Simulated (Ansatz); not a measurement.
# KSnCl3 in Amm2, a phase reached by a soft mode: a soft mode frozen in, part 3 of 3

Aim: this structure of KSnCl3 in Amm2, a phase reached by a soft mode is to be tested for unstable modes, and one is followed downhill.

Ansatz 0.2.0; DFT PBEsol, scalar-relativistic, plane waves, PAW; PAW set soft_1.

So far. Step 5 (Energy along the mode, all amplitudes (two of the runs …): The lowest of the steps tried is at 0.32 Å, 1.85 meV/atom below the parent; the bottom of the well need not coincide with a step. Step 7 (The new phase in its own primitive cell): The largest force component left is 0.70 meV/Å and the pressure is -0.001 GPa, within the tolerances set. The cell now holds 34.81 Å³/atom.

The structure was built from a prototype and need not be the compound's stable phase.

**8. Modes of the new phase**

A relaxed structure may still be a saddle point, so its zone-centre modes are computed. The response to a homogeneous field gives the Born charges and the dielectric tensor.

Input file input.yaml:

```yaml
crystal:
  lattice:
    - [5.6453365791, 0.0, 0.0]
    - [0.0, 5.5289870989, 0.0]
    - [-1.2866195068, 0.0, 5.5764898294]
  atoms:
    - { symbol: K, position: [0.1053098709, 0.0, 0.8344197859] }
    - { symbol: Sn, position: [0.5040626172, 0.5, 0.5176137011] }
    - { symbol: Cl, position: [0.9696685897, 0.5, 0.5154391579] }
    - { symbol: Cl, position: [0.3843317386, 0.5, 0.0634726843] }
    - { symbol: Cl, position: [0.5282452644, 0.0, 0.5562998381] }
kpoints:
  mp_grid: { grid: [8, 8, 8] }
hamiltonian:
  xc: pbesol
  pseudopotentials: { kind: paw, azcp: { folder: soft_1 }, xc_functional: pbe }
scf:
  occupations: { method: fixed }
output:
  eigenvalues: true
phonons:
  method: dfpt
  dielectric: true
  rigid_motions: translations
```

On the command line:

```console
$ ansatz run input.yaml --threads 4 --pin off --max-ram 16384MiB --backend cpu --events-out ev --progress --plain --runs-dir out
```

Numbers of over 12 decimals in the logs are rounded to 6 here.

What it wrote:

```text
[...]
Crystal: 5 atoms, lattice volume = 174.059 Å³
Basis set: ecut = 420 eV, 3403 PW (Γ), exchange–correlation on 80×80×80 points (8 copies of the dense FFT grid, shifted against one another)
Bands: 27, of which v1, the nominal top of the filled ones, is band 22 counted from 1 (21 counted from 0)
Symmetry: 2 space group operations
k-points: 260 of 512 (irreducible under 1 space group operation, time reversal used)
[...]
SCF iter   1: F=—  HF=-10656.673961 eV  |F-HF|=—  |Δ(HF+E_count)|=         —  Δρ=3.52e-2  dr2=3.69e0  ethr=3.10e-3  ⟨swp⟩=5.0  Hψ=28002  notcnv=0  defer=659
[...]
SCF iter  12: F=-10655.082026 eV  HF=-10655.082026 eV  |F-HF|=3.64e-11  |Δ(HF+E_count)|=  5.38e-10  Δρ=8.02e-8  dr2=1.56e-11  ethr=1.00e-12  ⟨swp⟩=18.1  Hψ=57090  notcnv=0
SCF 1 converged in 12 iterations: F = -10655.082026 eV  dr2 = 1.56e-11
[...]
NSCF: frozen V_eff on 2 k-points
[...]
Bands: 23, of which v1, the nominal top of the filled ones, is band 22 counted from 1 (21 counted from 0)
k-points: 432 of 1728 (time reversal used)
[...]
Eigensolver: Dense (432 Hₖ)
SCF iter   1: F=—  HF=-10655.063945 eV  |F-HF|=—  |Δ(HF+E_count)|=         —  Δρ=1.34e-4  dr2=6.07e-6  ethr=1.00e-1
[...]
SCF iter   3: F=-10655.063955 eV  HF=-10655.063955 eV  |F-HF|=1.60e-8  |Δ(HF+E_count)|=   3.05e-6  Δρ=5.03e-6  dr2=3.04e-8  ethr=3.96e-9
SCF 1 converged in 3 iterations: F = -10655.063955 eV  dr2 = 3.04e-8
[...]
SCF converged after 12 iterations
Free energy (F): -10655.082026 eV
[...]
Internal energy: -10655.082026 eV  (E = F + TS)
E sigma→0 (E₀):  -10655.082026 eV
Fermi energy:    3.115093 eV
[...]
--- Band table (eV; the first three rows and the last of 260) ---
  k-point 0: bands = [... 18 lower, -0.0207, 0.0814, 0.0957, 0.6839, 5.9994, 7.2007, 8.0585, 8.2064, ... 1 higher]
  k-point 1: bands = [... 18 lower, -0.0367, 0.0956, 0.1366, 0.6584, 6.0839, 7.0911, 8.0634, 8.0772, ... 1 higher]
  k-point 2: bands = [... 18 lower, -0.0757, 0.0952, 0.2499, 0.6670, 6.2081, 6.9525, 7.8839, 8.0966, ... 1 higher]
  k-point 259: bands = [... 18 lower, 0.2745, 0.3706, 0.6964, 3.1151, 4.5457, 4.8007, 4.9548, 7.4774, ... 1 higher]
[...]
ASR residual: 1.024e-4 → 0.000e0 eV/Å²; symmetrization residual: 1.567e-5 eV/Å²
  ASR residual per site (eV/Å²): 2.75e-5 9.92e-5 1.02e-4 7.12e-5 7.36e-5
[...]
ε∞ (high-frequency dielectric tensor):
        4.293523     0.000000    -0.098432
        0.000000     4.732207     0.000000
       -0.098432     0.000000     3.266832
  ε⁰ (static dielectric tensor: ions relaxed, cell fixed):
       18.593953    -0.000000     1.088053
       -0.000000    79.985340     0.000000
        1.088053     0.000000     8.422316
  ε⁰ − ε∞ (ionic part):
       14.300430    -0.000000     1.186486
       -0.000000    75.253133     0.000000
        1.186486     0.000000     5.155484
[...]
Born effective charges Z* (e; rows j = field, columns β = displacement):
    site 0:
         1.18527    0.00000    0.09911
         0.00000    1.31909    0.00000
         0.11100    0.00000    1.13242
    site 1:
         3.93031    0.00000   -0.22252
         0.00000    4.34645    0.00000
        -0.09472    0.00000    2.70841
    site 2:
        -3.92437    0.00000    0.03636
         0.00000   -0.64390    0.00000
        -0.11247    0.00000   -0.56170
    site 3:
        -0.54611    0.00000    0.08560
         0.00000   -0.54773    0.00000
         0.10449    0.00000   -2.77164
    site 4:
        -0.64510    0.00000    0.00145
         0.00000   -4.47391    0.00000
        -0.00829    0.00000   -0.50749
  Z* charge neutrality: 5.781e-3 e pre-enforcement
[...]
optical modes at Γ without the LO–TO term, one row a degenerate level:
      ω (cm⁻¹)  modes    IR ((D/Å)²/amu)
         44.38      1            10.2486
         51.55      1             0.1455
         55.57      1             0.1005
         65.02      1             0.4688
         70.38      1             1.5572
         71.45      1             0.4874
         76.78      1             1.0988
         98.40      1             6.3547
        100.44      1             1.0863
        113.45      1             2.1705
        123.99      1            10.3090
        217.76      1             6.0810
  optical modes at Γ + LO–TO along q̂ = [1.0000, 0.0000, 0.0000]:
      ω (cm⁻¹)  modes    IR ((D/Å)²/amu)
         44.38      1            10.2486
         51.58      1             0.1363
         55.75      1             0.0643
         66.04      1             0.2843
[...]
optical modes at Γ + LO–TO along q̂ = [0.0000, 1.0000, 0.0000]:
      ω (cm⁻¹)  modes    IR ((D/Å)²/amu)
[...]
optical modes at Γ + LO–TO along q̂ = [0.0000, 0.0000, 1.0000]:
      ω (cm⁻¹)  modes    IR ((D/Å)²/amu)
         44.38      1            10.2486
         52.80      1             0.0118
         56.27      1             0.0755
         65.41      1             0.6614
         71.45      1             0.4874
         76.78      1             1.0988
         81.77      1             0.8706
         98.40      1             6.3547
        103.47      1             0.6926
        115.49      1             4.7416
        127.05      1             7.8463
        268.32      1             7.0191
```

The job ended after 13 min (4 threads of Arm Neoverse V1, shared host; peak memory 5.1 GiB; 49 min of CPU time).

This step gave:

* sum-rule residual before enforcement: 1.02e-4 eV/Å²
* miss of the charge sum rule: 0.005781 e
* estimated error of the dielectric tensor: 0.04478
* estimated error of the Born charges: 0.05634 e
* point group: m
* highest optical mode at the zone centre (no LO-TO term): 217.8 cm⁻¹
* lowest optical zone-centre mode: 44.38 cm⁻¹
* mean high-frequency dielectric constant: 4.098
* largest Born charge (third of the trace): 3.662 e
* mean static dielectric constant: 35.67
* top of the zone-centre spectrum with the field: 268.3 cm⁻¹

Without the LO-TO term. Patterns of degenerate modes are one choice out of their space. The modes at Γ (shares of kinetic energy by element, %):

```
mode  frequency (cm⁻¹)  symmetry  K %  Sn %  Cl %
   1               0.0  acoustic   15    45    40
   2               0.0  acoustic   15    45    40
   3               0.0  acoustic   15    45    40
   4              44.4       A''    7     0    93
   5              51.5        A'   10     5    85
   6              55.6        A'   19    13    68
   7              65.0        A'   27    16    58
   8              70.4        A'   71     2    27
   9              71.5       A''    5     3    92
  10              76.8       A''   62    27    11
  11              98.4       A''   12    25    64
  12             100.4        A'    9    24    67
  13             113.5        A'   34     5    61
  14             124.0        A'    1    24    75
  15             217.8        A'    0    22    78
```

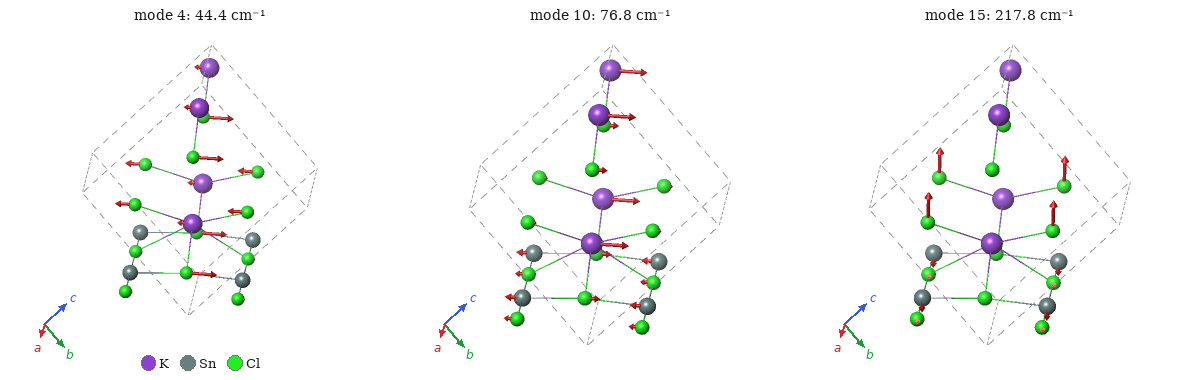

Displacement patterns of modes 4, 10 and 15 at Γ; arrows are exaggerated. 2×1×1 conventional cells are drawn.

High-frequency dielectric tensor, which the program warns is not settled by the k meshes in reach. Tensor:

```csv
,x,y,z
x,4.293,0,-0.098
y,0,4.732,0
z,-0.098,0,3.267
```

Static dielectric tensor, which the program warns is not settled by the k meshes in reach. Tensor:

```csv
,x,y,z
x,18.59,0,1.088
y,0,79.98,0
z,1.088,0,8.422
```

Optical modes at the zone centre, without and with the macroscopic field of the longitudinal modes; each column is sorted by frequency, so a row need not hold one and the same mode. Modes with and without the field, by row:

```csv
rank among optical modes,no field (cm⁻¹),"q along (1, 0, 0) (cm⁻¹)","q along (0, 1, 0) (cm⁻¹)","q along (0, 0, 1) (cm⁻¹)"
1,44.4,44.4,51.5,44.4
2,51.5,51.6,55.6,52.8
3,55.6,55.8,65,56.3
4,65,66,68.5,65.4
5,70.4,71.5,70.4,71.5
6,71.5,74,73.8,76.8
7,76.8,76.8,85.1,81.8
8,98.4,98.4,100.4,98.4
9,100.4,101.9,113.5,103.5
10,113.5,115.3,124,115.5
11,124,213.8,217.8,127
12,217.8,237.9,228.8,268.3
```

Born charge (rows field, columns displacement) (e), principal values of the symmetric part by kind of site:

```csv
atom,atoms with these values,low,middle,high,mean
K1,1,1.05,1.27,1.32,1.21
Sn2,1,2.69,3.95,4.35,3.66
Cl3,1,-3.92,-0.64,-0.56,-1.71
Cl4,1,-2.78,-0.55,-0.54,-1.29
Cl5,1,-4.47,-0.65,-0.51,-1.88
```

In full for Sn2:

```
 3.93  0.00 -0.22
 0.00  4.35  0.00
-0.09  0.00  2.71
```

Transverse modes. Infrared lines, with heights relative to the strongest:

| position (cm⁻¹) | relative intensity |
| --- | --- |
| 44 | 99 |
| 52 | 1.4 |
| 56 | 1.0 |
| 65 | 4.5 |
| 70 | 15 |
| 72 | 4.7 |
| 77 | 11 |
| 98 | 62 |
| 100 | 11 |
| 114 | 21 |
| 124 | 100 |
| 218 | 59 |

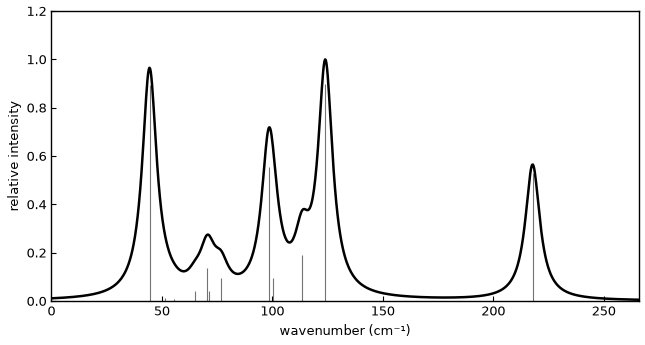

The infrared spectrum, broadened with Lorentzians of width 8 cm⁻¹; bars mark the lines.

Before it was imposed, the acoustic sum rule was missed by 1.0e-4 eV/Å² and the charge sum rule by 0.0058 e. Small misses are needed for a sound result but don't prove that mesh and cutoff are converged. The lowest optical mode is real, 44.4 cm⁻¹.

The log warns of the k mesh: “the force constants stand on the 8×8×8 k-mesh, whose period is 11.47 times the interband length at k = (-0.5000, -0.5000, -0.5000), direct gap 1.431 eV, under 14: take them and everything formed from them as unconverged”.

**9. The phases reached**

The phases reached along the modes that were followed are set side by side.

Energies are those of the first relaxation, on the mesh of the frozen mode; space group, volume and gap are those of the last relaxation. Phases, by row:

| mode frozen in | space group | energy from parent (meV/atom) | volume (Å³/atom) | gap on mesh (eV) | lowest zone-centre optical mode (cm⁻¹) | largest shift (Å) |
| --- | --- | --- | --- | --- | --- | --- |
| parent | Amm2 | 0 | 34.92 | 1.188 | – | – |
| q = (0, 0, 0), 34i cm⁻¹ | Pm | -2.68 | 34.81 | 1.431 | 44.4 | 0.328 |

**10. What came out**

```json
{
 "unstable mode of the parent": "q = (0, 0, 0), 34i cm⁻¹",
 "depth at the lowest point sampled": "1.85 meV/atom",
 "largest atomic shift at that point": "0.32 Å",
 "space group reached (within 0.01 Å)": "Pm",
 "energy gained over the parent (first relaxation, on the mesh of the frozen mode)": "2.68 meV/atom",
 "volume per atom, phase reached": "34.8 Å³",
 "gap on the k-mesh, phase reached": "1.43 eV",
 "lowest optical zone-centre mode, phase reached": "44.4 cm⁻¹",
 "highest optical mode at the zone centre (no LO-TO term), phase reached": "218 cm⁻¹"
}
```

In words: Along this mode the structure falls into Pm, 2.68 meV/atom below the parent. At the parent's cell the well is 1.855 meV/atom deep on the steps tried, with its lowest point at a shift of 0.32 Å. Relaxing atoms and cell changes the gain by +0.82 meV/atom against the lowest step (energies at zero smearing). The new phase has no imaginary mode at the zone centre of its cell; other wavevectors were not checked. Each path keeps the symmetry of its pattern, so a lower phase may lie along a pattern not tried. With the field response the log warns that the k mesh is coarse for the force constants too, so the frequencies may not be converged. In at least one run the field response is not settled by the k meshes in reach, so its dielectric tensor, Born charges and longitudinal modes are rough. Spin-orbit coupling is left out, which can matter for the heavy elements here. The PAW files were made for PBE and serve the other functionals too. The starting cell was built on a prototype and not taken from a measurement, so the phase need not exist.

[Logs are printed without paths, hosts, clocks, repeated set-up lines and the standing remarks that a program may print on its own settings, such as how far it seeks lower states.]

[Hosts, paths, dates, database ids (printed as entryN), source tags and the programs' standing remarks are cut or masked in the printed files.]
